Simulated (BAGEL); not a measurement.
# HF/6-31G(d) (density fitting with qzvpp-jkfit, spherical functions) run of C2H4F2S (SMILES FCSCF)

What is the vertical ionisation energy of C2H4F2S at HF/6-31G* (density fitting with qzvpp-jkfit, spherical functions)? 

The calculation is run with BAGEL 1.2.2.

2 further runs of the same task are left out: 2 set aside as unsound or not needed. Runs told in other sessions of the task aren't counted.

**1. The structure to begin with**

The species is C2H4F2S (9 atoms), meant as a singlet with charge 0. SMILES: `FCSCF`. The coordinates come from a GFN2-xTB relaxation. This is one conformer, not always the lowest.

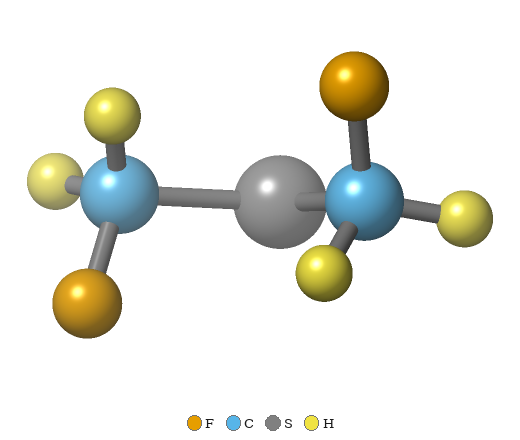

Viewed from a chosen angle; fluorine amber, carbon blue, sulfur grey, hydrogen yellow.

**2. The energy at HF/6-31G(d) (density fitting with qzvpp-jkfit, spherical functions)**

input.json reads:

```json
{ "bagel": [

{
  "title": "molecule",
  "basis": "6-31gs.json",
  "df_basis": "qzvpp-jkfit",
  "angstrom": true,
  "geometry": [
    { "atom": "F", "xyz": [       0.209210,      -0.331020,      -1.924700 ] },
    { "atom": "C", "xyz": [       0.888130,       0.371850,      -0.977230 ] },
    { "atom": "S", "xyz": [       0.954980,      -0.534260,       0.595970 ] },
    { "atom": "C", "xyz": [      -0.804910,      -0.418360,       1.028570 ] },
    { "atom": "F", "xyz": [      -1.154870,       0.859680,       1.341830 ] },
    { "atom": "H", "xyz": [       0.375340,       1.325600,      -0.829310 ] },
    { "atom": "H", "xyz": [       1.915080,       0.510300,      -1.319300 ] },
    { "atom": "H", "xyz": [      -1.413280,      -0.738170,       0.178440 ] },
    { "atom": "H", "xyz": [      -0.969690,      -1.045620,       1.905730 ] }
  ]
},

{ "title": "hf" },

{ "title": "print", "file": "orbitals.molden", "orbitals": true }

]}
```

The basis set 6-31G* is read from a file made from the Basis Set Exchange's data (not shown).

Launch:

```
BAGEL_NUM_THREADS=1 BAGEL input.json > input.out
```

What it wrote:

```text
* using 1 threads per process

  ===============================================================
  ===============================================================

  *** Geometry ***

  { "atom" : "F", "xyz" : [      0.395350,     -0.625537,     -3.637156 ] },
  { "atom" : "C", "xyz" : [      1.678322,      0.702695,     -1.846697 ] },
  { "atom" : "S", "xyz" : [      1.804651,     -1.009605,      1.126220 ] },
  { "atom" : "C", "xyz" : [     -1.521059,     -0.790586,      1.943716 ] },
  { "atom" : "F", "xyz" : [     -2.182388,      1.624560,      2.535691 ] },
  { "atom" : "H", "xyz" : [      0.709290,      2.505021,     -1.567169 ] },
  { "atom" : "H", "xyz" : [      3.618977,      0.964327,     -2.493116 ] },
  { "atom" : "H", "xyz" : [     -2.670712,     -1.394939,      0.337203 ] },
  { "atom" : "H", "xyz" : [     -1.832449,     -1.975935,      3.601308 ] },

  Number of auxiliary basis functions:      504

  Since a DF basis is specified, we compute 2- and 3-index integrals:
    o Being stored without compression. Storage requirement is 0.027 GB

  Number of basis functions:       82
  Number of electrons      :       50

    * METHOD: MOLECULE                             0.44

  *** RHF ***

  === Nuclear Repulsion ===
   238.7381089091

      * DIIS with orbital gradients will be used.

  === RHF iteration (6-31gs.json) ===
      0       -674.23111631          0.01811472           0.11
      1       -674.35985884          0.01091560           0.11
      2       -674.41642738          0.00148957           0.11
      3       -674.41834826          0.00022783           0.11
      4       -674.41841290          0.00008546           0.11
      5       -674.41842184          0.00002529           0.11
      6       -674.41842303          0.00000672           0.11
      7       -674.41842314          0.00000234           0.11
      8       -674.41842315          0.00000093           0.11
      9       -674.41842315          0.00000028           0.11
     10       -674.41842315          0.00000010           0.11
     11       -674.41842315          0.00000004           0.11
     12       -674.41842315          0.00000001           0.11
     13       -674.41842315          0.00000000           0.11
    * SCF iteration converged.

    * Permanent dipole moment:
           (   -0.059825,     0.033283,    -0.031719) a.u.

    * METHOD: HF                                   1.76

    * METHOD: PRINT                                0.03

  ===============================================================
```

Wall time 2.4 s (1 thread of Arm Neoverse N1, shared host); peak memory 0.12 GiB.

**3. The doublet cation at the same level**

calc.json reads:

```json
{ "bagel": [

{
  "title": "molecule",
  "basis": "6-31gs.json",
  "df_basis": "qzvpp-jkfit",
  "angstrom": true,
  "geometry": [
    { "atom": "F", "xyz": [    0.209210,   -0.331020,   -1.924700 ] },
    { "atom": "C", "xyz": [    0.888130,    0.371850,   -0.977230 ] },
    { "atom": "S", "xyz": [    0.954980,   -0.534260,    0.595970 ] },
    { "atom": "C", "xyz": [   -0.804910,   -0.418360,    1.028570 ] },
    { "atom": "F", "xyz": [   -1.154870,    0.859680,    1.341830 ] },
    { "atom": "H", "xyz": [    0.375340,    1.325600,   -0.829310 ] },
    { "atom": "H", "xyz": [    1.915080,    0.510300,   -1.319300 ] },
    { "atom": "H", "xyz": [   -1.413280,   -0.738170,    0.178440 ] },
    { "atom": "H", "xyz": [   -0.969690,   -1.045620,    1.905730 ] }
  ]
},
{ "title": "uhf", "charge": 1, "nopen": 1 },
{ "title": "print", "file": "orbitals.molden", "orbitals": true }

]}
```

The basis set 6-31G* is read from a file made from the Basis Set Exchange's data (not shown).

Launch:

```
BAGEL_NUM_THREADS=1 BAGEL calc.json > calc.out
```

What it wrote:

```text
* using 1 threads per process

  ===============================================================
  ===============================================================

  *** Geometry ***

  { "atom" : "F", "xyz" : [      0.395350,     -0.625537,     -3.637156 ] },
  { "atom" : "C", "xyz" : [      1.678322,      0.702695,     -1.846697 ] },
  { "atom" : "S", "xyz" : [      1.804651,     -1.009605,      1.126220 ] },
  { "atom" : "C", "xyz" : [     -1.521059,     -0.790586,      1.943716 ] },
  { "atom" : "F", "xyz" : [     -2.182388,      1.624560,      2.535691 ] },
  { "atom" : "H", "xyz" : [      0.709290,      2.505021,     -1.567169 ] },
  { "atom" : "H", "xyz" : [      3.618977,      0.964327,     -2.493116 ] },
  { "atom" : "H", "xyz" : [     -2.670712,     -1.394939,      0.337203 ] },
  { "atom" : "H", "xyz" : [     -1.832449,     -1.975935,      3.601308 ] },

  Number of auxiliary basis functions:      504

  Since a DF basis is specified, we compute 2- and 3-index integrals:
    o Being stored without compression. Storage requirement is 0.027 GB

  Number of basis functions:       82
  Number of electrons      :       50

    * METHOD: MOLECULE                             0.44

  *** Open-shell HF ***

  === Nuclear Repulsion ===
   238.7381089091

      * DIIS with orbital gradients will be used.

  === UHF iteration (6-31gs.json) ===
      0       -673.83498373          0.04083267           0.21
      1       -674.00938547          0.02549827           0.21
      2       -674.06163244          0.01600456           0.21
      3       -674.09232257          0.00120412           0.21
      4       -674.09309878          0.00033470           0.21
      5       -674.09317992          0.00011833           0.21
      6       -674.09320499          0.00004211           0.21
      7       -674.09321063          0.00002129           0.21
      8       -674.09321298          0.00001126           0.21
      9       -674.09321424          0.00000477           0.21
     10       -674.09321451          0.00000189           0.21
     11       -674.09321454          0.00000092           0.21
     12       -674.09321455          0.00000031           0.21
     13       -674.09321455          0.00000012           0.21
     14       -674.09321455          0.00000007           0.21
     15       -674.09321455          0.00000005           0.21
     16       -674.09321455          0.00000003           0.21
     17       -674.09321455          0.00000002           0.21
     18       -674.09321455          0.00000001           0.21
     19       -674.09321455          0.00000000           0.21
    * SCF iteration converged.

    * S^2 (UHF) is 0.7636

    * Permanent dipole moment:
           (   -0.901435,     0.503710,    -0.554764) a.u.

    * METHOD: UHF                                  4.49

    * METHOD: PRINT                                0.03

  ===============================================================
```

It took 5.4 s on 1 thread of Arm Neoverse N1, shared host; peak memory 0.12 GiB.

**4. What came out**

Level: HF/6-31G* (density fitting with qzvpp-jkfit, spherical functions).

```
                                          quantity          value
                     singlet C2H4F2S: total energy  -674.41842 Eh
                    singlet C2H4F2S: dipole moment         0.19 D
                      singlet C2H4F2S: HOMO energy      -10.36 eV
                      singlet C2H4F2S: LUMO energy        4.59 eV
                    singlet C2H4F2S: HOMO–LUMO gap       14.95 eV
                      doublet cation: total energy  -674.09321 Eh
                              doublet cation: ⟨S²⟩          0.764
vertical ionisation energy (to the doublet cation)       8.849 eV
```

The vertical ionisation energy comes to 8.85 eV (204 kcal/mol). The negative HOMO energy of the first species, 10.36 eV, lies 1.51 eV above that difference.
